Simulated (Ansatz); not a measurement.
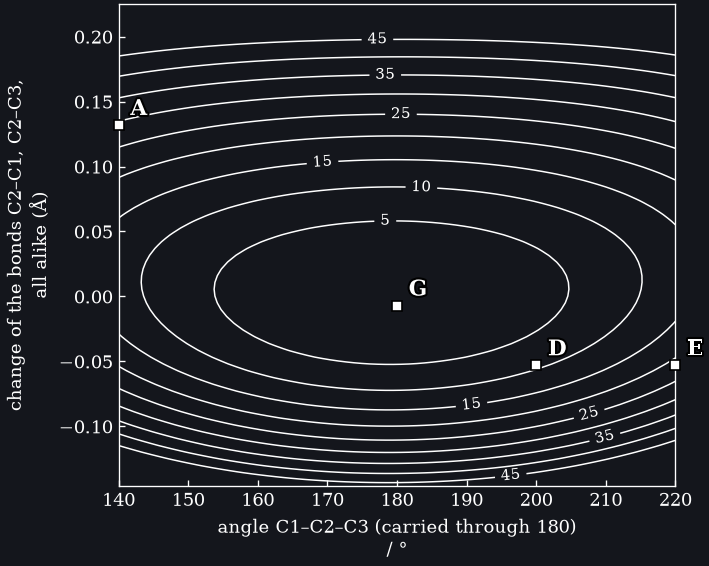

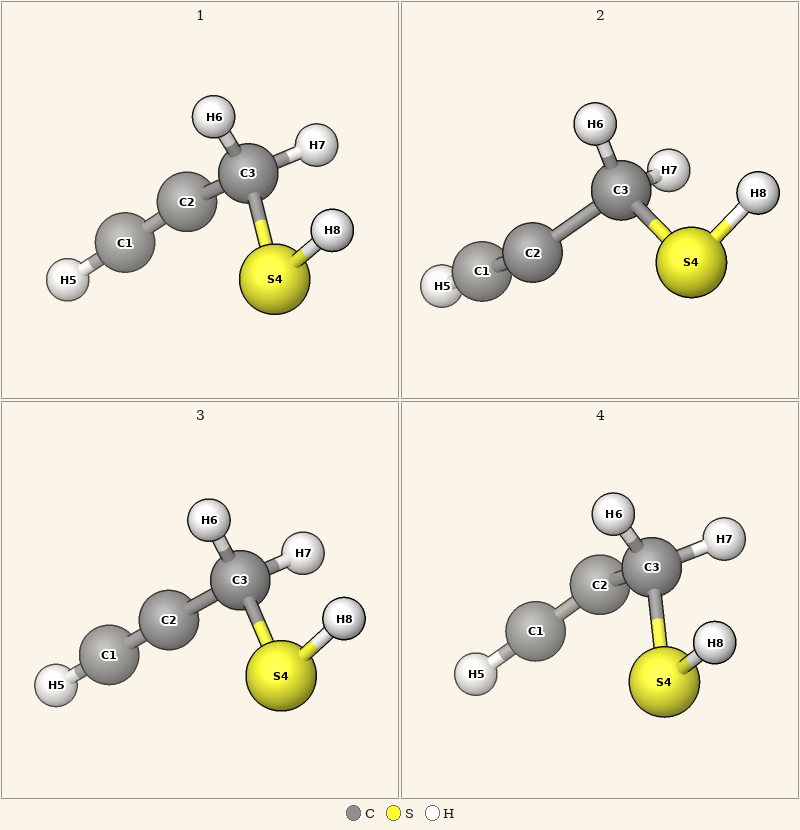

C₃H₄S, SMILES C#CCS. Coordinates scanned: (1) angle C1–C2–C3 (carried through 180); (2) change of the bonds C2–C1, C2–C3, all alike. Nothing is relaxed (all other coordinates rigid). Grid: 9 × 9 points. Points are written as (first, second). All energies are given in kcal/mol relative to the relaxed molecule at the same level. Computed with RKS r2SCAN-D4/def2-TZVP (Ansatz 0.2.0).

In the figure: contour lines labelled in kcal/mol (none above 45), lettered points. Between grid points the surface is interpolated. The numbered pictures are the structures at these points, in random order.

**Which structure belongs to which point?**

A is structure 2: (140°, 0.132 Å), 29.3 kcal/mol; D is structure 1: (200°, −0.053 Å), 9.3 kcal/mol; E is structure 4: (220°, −0.053 Å), 21.4 kcal/mol; G is structure 3: (180°, −0.007 Å), 0.09 kcal/mol.
